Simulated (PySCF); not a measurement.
FH₄PSi, SMILES `F[SiH2]P`.

Computed with PySCF, ωB97X/6-31+G*, geometry: GFN2-xTB. No frequency check shows the geometry to be a minimum. GFN2-xTB bond lengths at metals and heavier atoms can be off by up to 0.1 Å and shapes distorted, which carries into these values.

Cartesian coordinates (Å):

```
F1       1.6123   -0.7702   -0.0001
Si2      0.6456    0.5235    0.0000
P3      -1.5185   -0.0547   -0.0000
H4       0.9964    1.2160   -1.2296
H5       0.9968    1.2158    1.2295
H6      -1.3822   -1.0043    0.9993
H7      -1.3825   -1.0042   -0.9990
```

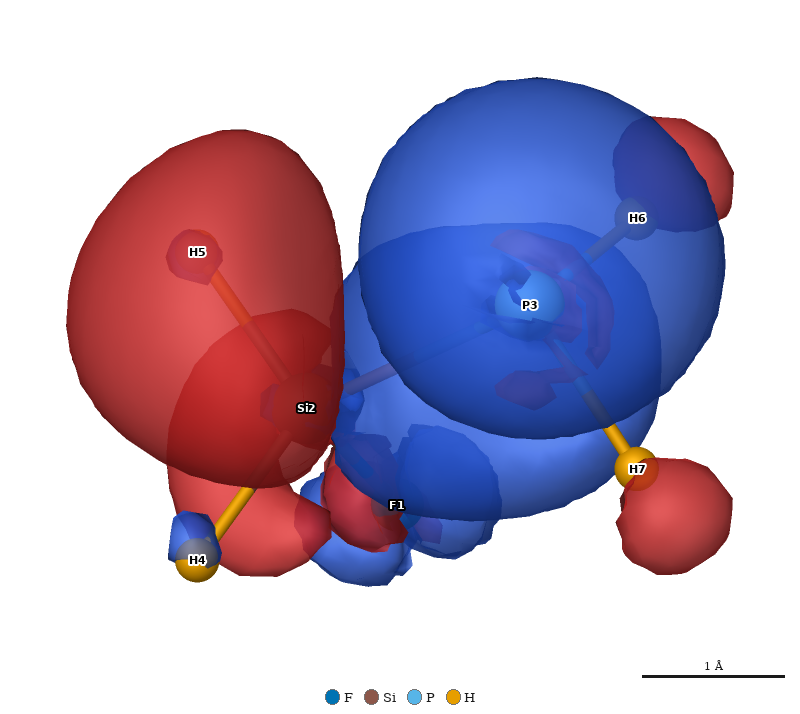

Unrelaxed difference density of S₁ less the ground state (TDA singlet states), ±0.015 e/Å³; red: gain, blue: loss.

How does the charge move on excitation?

Answer. 0.76 e is displaced in all, of which about 0.4 e passes between atoms: P3 (0.36 e) loses electrons and Si2 (0.24 e) and H6 and H7 (0.04 e each) gain them. The state: 7.02 eV (177 nm), f = 0.037, partly diffuse acceptor orbital; the leading pair carries 96 %; hole on P3 (69 %), Si2 (15 %) and F1 (5 %), electron on Si2 (39 %), P3 (32 %) and H6 and H7 (8 % each) (atom shares of so diffuse an orbital are rough); their centroids lie 0.8 Å apart; S₂ lies within 0.1 eV of it.
